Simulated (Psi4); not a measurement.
# SVWN5/6-31G(d) (spherical functions) run of Si2NH7 (SMILES [SiH3]N[SiH3])

Aim: the vertical ionisation energy of Si2NH7 at SVWN5/6-31G* (spherical functions), from 2 runs. 

Program for the calculation: Psi4 1.11.

1 further run of the same task is left out (set aside as unsound or not needed).

## (1) Starting point

The species is Si2NH7 (10 atoms), meant as a singlet with charge 0. SMILES: `[SiH3]N[SiH3]`. The shape is that of a PBE0-D4/def2-TZVP optimisation.

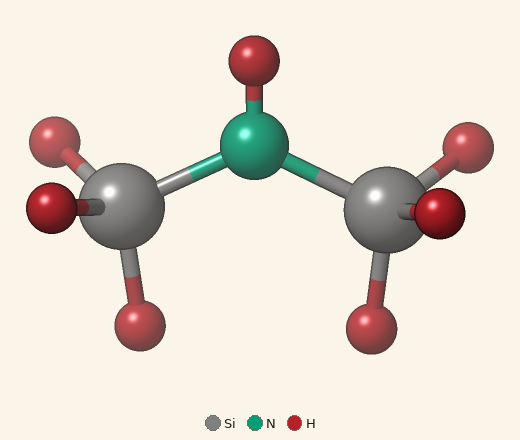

The structure, seen from a chosen angle (silicon grey, nitrogen teal, hydrogen red).

## (2) Energy and gradient at SVWN5/6-31G(d) (spherical functions)

The input, h7nsi2.dat:

```
memory 2200 MB

molecule molecule1 {
  0 1
  Si    -1.042800     0.758390    -0.879990
  N      0.119990     0.500410     0.368670
  Si     0.995830    -0.935260     0.755390
  H     -1.373610    -0.567260    -1.458240
  H     -0.532280     1.645360    -1.962590
  H     -2.274280     1.393560    -0.336440
  H      0.361990     1.317290     0.912940
  H      0.403090    -2.042290    -0.034740
  H      0.897240    -1.243020     2.208320
  H      2.444830    -0.827180     0.426680
  symmetry c1
  no_reorient
  no_com
}

set globals {
  basis 6-31G*
  reference rks
  puream true
  e_convergence 1e-09
  d_convergence 1e-08
  scf_type pk
  dft_radial_points 99
  dft_spherical_points 590
}

E, wfn = gradient('scf', dft_functional={"name": "SVWN5", "x_functionals": {"LDA_X": {}}, "c_functionals": {"LDA_C_VWN": {}}}, return_wfn=True)
oeprop(wfn, 'MULLIKEN_CHARGES', 'WIBERG_LOWDIN_INDICES', 'QUADRUPOLE')
```

Launch:

```
$ psi4 -i h7nsi2.dat -o h7nsi2.out -n 1
```

h7nsi2.out (excerpt; [...] marks lines left out):

```text
[...]
  Running in c1 symmetry.
[...]
  Nuclear repulsion =  156.903590374845123
[...]
  Multiplicity = 1
[...]
  Nalpha       = 21
  Nbeta        = 21
[...]
    Number of basis functions: 64
[...]
   @RKS iter   1:  -634.69602425578080    2.98980e-03   1.39181e-02 DIIS/ADIIS
[...]
   @RKS iter  11:  -635.08778566991907   -4.43379e-12   7.21519e-09 DIIS
[...]
    Orbital Energies [Eh]
    ---------------------
    Doubly Occupied:
       1A    -65.103851     2A    -65.103840     3A    -13.847311
       4A     -5.019757     5A     -5.019748     6A     -3.461350
       7A     -3.461339     8A     -3.459950     9A     -3.459929
      10A     -3.459381    11A     -3.459376    12A     -0.766961
      13A     -0.502452    14A     -0.487400    15A     -0.400091
      16A     -0.344660    17A     -0.327398    18A     -0.306704
      19A     -0.299548    20A     -0.292483    21A     -0.218904
[...]
  @RKS Final Energy:  -635.08778566991907
   => Energetics <=
    Nuclear Repulsion Energy =            156.9035903748451233
    One-Electron Energy =               -1193.3853166240360224
    Two-Electron Energy =                 449.9047668308461994
    DFT Exchange-Correlation Energy =     -48.5108262515744642
    Empirical Dispersion Energy =           0.0000000000000000
    VV10 Nonlocal Energy =                  0.0000000000000000
    Total Energy =                       -635.0877856699190716
[...]
  -Total Gradient:
     Atom            X                  Y                   Z
    ------   -----------------  -----------------  -----------------
       1       -0.002337307458    -0.000013599166    -0.001715264269
       2        0.002790848159     0.007197032629     0.003973183910
       3        0.000840616851    -0.002651056721     0.000824775443
       4        0.000965093607     0.005053993222     0.001875960738
       5       -0.001044808036    -0.003237669449     0.004634786481
       6        0.004910651992    -0.002339879832    -0.001433573498
       7       -0.002947926446    -0.010121361544    -0.006809079283
       8        0.002443687094     0.003821214935     0.003067609012
       9        0.000025424062     0.001725426344    -0.005354506382
      10       -0.005644273402     0.000577998081     0.000946115083
[...]
 Multipole Moments:
 ------------------------------------------------------------------------------------
     Multipole            Electronic (a.u.)      Nuclear  (a.u.)        Total (a.u.)
 ------------------------------------------------------------------------------------
 L = 1.  Multiply by 2.5417464519 to convert [e a0] to [Debye]
 Dipole X            :         -0.1210178            0.2066038            0.0855860
 Dipole Y            :         -1.0346968            1.3287609            0.2940641
 Dipole Z            :         -0.9212581            1.1191336            0.1978755
 Magnitude           :                                                    0.3646277
 L = 2.  Multiply by 1.3450342976 to convert [e a0^2] to [Debye ang]
 Quadrupole XX       :       -183.6254497          155.7932026          -27.8322471
 Quadrupole XY       :        109.1847135         -108.7051557            0.4795578
[...]
  Mulliken Charges: (a.u.)
   Center  Symbol    Alpha    Beta     Spin     Total
       1    SI     6.86187  6.86187  0.00000  0.27626
       2     N     3.86752  3.86752  0.00000 -0.73504
       3    SI     6.86186  6.86186  0.00000  0.27627
       4     H     0.51091  0.51091  0.00000 -0.02182
       5     H     0.51735  0.51735  0.00000 -0.03470
       6     H     0.51576  0.51576  0.00000 -0.03151
       7     H     0.32072  0.32072  0.00000  0.35857
       8     H     0.51091  0.51091  0.00000 -0.02183
       9     H     0.51576  0.51576  0.00000 -0.03152
      10     H     0.51734  0.51734  0.00000 -0.03468
[...]
```

It took 20 s on 1 thread of Intel Xeon at 2.70GHz, shared host; peak memory 0.5 GiB.

## (3) The doublet cation

The input, job.dat:

```
memory 2.2 GB

molecule geom {
  1 2
  Si
  N 1 r2
  Si 2 r3 1 a3
  H 1 r4 2 a4 3 d4
  H 1 r5 4 a5 2 d5
  H 1 r6 4 a6 5 d6
  H 2 r7 1 a7 4 d7
  H 3 r8 2 a8 7 d8
  H 3 r9 8 a9 2 d9
  H 3 r10 8 a10 9 d10

  r2 = 1.725626
  r3 = 1.725629
  a3 = 128.94281
  r4 = 1.483629
  a4 = 107.37908
  d4 = 10.1699
  r5 = 1.489755
  a5 = 108.97528
  d5 = 122.21035
  r6 = 1.488432
  a6 = 109.82499
  d6 = 117.08941
  r7 = 1.010983
  a7 = 115.47104
  d7 = -173.90176
  r8 = 1.483631
  a8 = 107.37706
  d8 = 173.95868
  r9 = 1.488436
  a9 = 109.82301
  d9 = 120.70542
  r10 = 1.489742
  a10 = 108.97874
  d10 = 117.08866
  symmetry c1
  no_reorient
  no_com
}

set {
  basis                6-31G*
  reference            uks
  puream               true
  e_convergence        1e-09
  d_convergence        1e-08
  scf_type             pk
  dft_radial_points    99
  dft_spherical_points 590
  maxiter              100
}

energy_value, wavefunction = gradient('scf', dft_functional={"name": "SVWN5", "x_functionals": {"LDA_X": {}}, "c_functionals": {"LDA_C_VWN": {}}}, return_wfn=True)
oeprop(wavefunction, 'LOWDIN_CHARGES', 'QUADRUPOLE', 'MAYER_INDICES', title='SCF')
```

Launch:

```
$ psi4 -i job.dat -o job.out -n 1
```

job.out (excerpt; [...] marks lines left out):

```text
[...]
  Running in c1 symmetry.
[...]
  Nuclear repulsion =  156.903613821312916
[...]
  Multiplicity = 2
[...]
  Nalpha       = 21
  Nbeta        = 20
[...]
    Number of basis functions: 64
[...]
   @UKS iter   1:  -634.46868436111231    2.30330e-01   1.20274e-02 DIIS/ADIIS
[...]
   @UKS iter  13:  -634.75140633418505   -1.36424e-12   6.84292e-09 DIIS
[...]
   @S^2 Observed:                7.525962309E-01
[...]
    Orbital Energies [Eh]
    ---------------------
    Alpha Occupied:
       1A    -65.317479     2A    -65.317468     3A    -14.138066
       4A     -5.237025     5A     -5.237016     6A     -3.679386
       7A     -3.679380     8A     -3.676825     9A     -3.676819
      10A     -3.675459    11A     -3.675455    12A     -1.039902
      13A     -0.735629    14A     -0.725078    15A     -0.633358
      16A     -0.581947    17A     -0.574893    18A     -0.519659
      19A     -0.509985    20A     -0.496072    21A     -0.479616
    Alpha Virtual:
      22A     -0.227853    23A     -0.162994    24A     -0.160707
      25A     -0.153021    26A     -0.148521    27A     -0.124752
[...]
  @UKS Final Energy:  -634.75140633418505
   => Energetics <=
    Nuclear Repulsion Energy =            156.9036138213129163
    One-Electron Energy =               -1183.9226316853471417
    Two-Electron Energy =                 440.4590250964338338
    DFT Exchange-Correlation Energy =     -48.1914135665847780
    Empirical Dispersion Energy =           0.0000000000000000
    VV10 Nonlocal Energy =                  0.0000000000000000
    Total Energy =                       -634.7514063341850488
[...]
  -Total Gradient:
     Atom            X                  Y                   Z
    ------   -----------------  -----------------  -----------------
       1        0.008621182468     0.018266681522     0.029015743105
       2       -0.005362184145    -0.004852049476    -0.002320766504
       3        0.008573773016     0.034063388364    -0.004010247242
       4       -0.000594463158     0.002760805620    -0.002315718310
       5       -0.008700583469    -0.006834313367    -0.002751168219
       6        0.003728284375    -0.008690967351    -0.002573176364
       7       -0.000737237116    -0.020721126487    -0.009896699471
       8       -0.000587742504    -0.000069856388     0.003598048141
       9        0.003746250725    -0.007461856923    -0.005141863318
      10       -0.008688830963    -0.006445627672    -0.003596962360
[...]
```

It took 25 s on 1 thread of Intel Xeon at 2.70GHz, shared host; peak memory 0.51 GiB.

## (4) Outcome

At SVWN5/6-31G* (spherical functions):

| quantity | value |
| --- | --- |
| singlet Si2NH7: total energy | -635.08779 Eh |
| singlet Si2NH7: dipole moment | 0.93 D |
| singlet Si2NH7: HOMO energy | -5.96 eV |
| singlet Si2NH7: LUMO energy | -0.67 eV |
| singlet Si2NH7: HOMO–LUMO gap | 5.28 eV |
| singlet Si2NH7: largest force on an atom | 0.645 eV/Å |
| doublet cation: total energy | -634.75141 Eh |
| doublet cation: HOMO energy (highest over α and β) | -13.05 eV |
| doublet cation: LUMO energy (lowest over α and β) | -12.25 eV |
| doublet cation: ⟨S²⟩ | 0.753 |
| doublet cation: largest force on an atom | 1.818 eV/Å |
| vertical ionisation energy (to the doublet cation) | 9.153 eV |

What this shows: The vertical ionisation energy comes to 9.15 eV (883 kJ/mol). The largest force (singlet Si2NH7) is 0.65 eV/Å: the shape isn't a stationary point for this species at this level. The negative HOMO energy of the first species, 5.96 eV, lies 3.20 eV below that difference.
